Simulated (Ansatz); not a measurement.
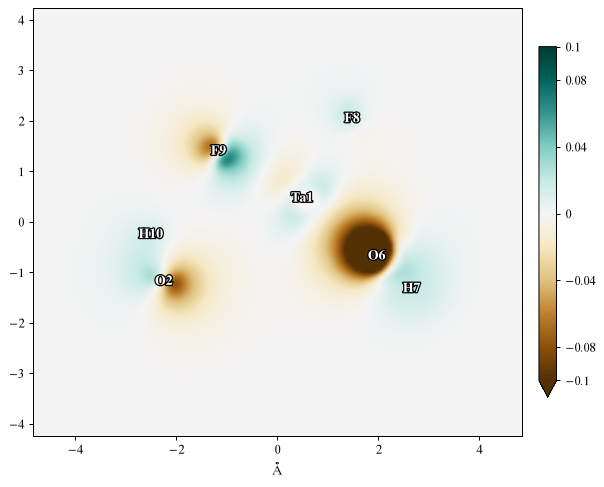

The picture shows: F$_{4}$HOTa···H$_{2}$O. The HOMO−1 on the plane of atoms O6, Ta1 and F8 (values in Å⁻³ᐟ²; the overall sign is arbitrary).

Core potentials replace the inner electrons of Ta; not at a stationary point (largest force 1.3 eV/Å).

Level of theory: Ansatz, RHF/def2-SVP.

```xyz
10

Ta   -0.4385   -0.3599    0.2155
O     2.7578   -0.1517    0.3313
H     3.0394   -0.0136    1.2244
F     0.2152   -0.0759    1.9482
F     0.1640   -0.1125   -1.5285
O    -1.2240    1.3283    0.2379
H    -1.5213    2.2148    0.3434
F    -2.0187   -1.3165    0.2415
F     0.6283   -1.9535    0.2521
H     2.5767   -1.1035    0.2672
```

Describe this orbital and give its energy.

Answer. It lies mainly on O6 (about 75 %) and F4 (about 5 %); largely a lone pair of O6. Its energy is −15.26 eV.
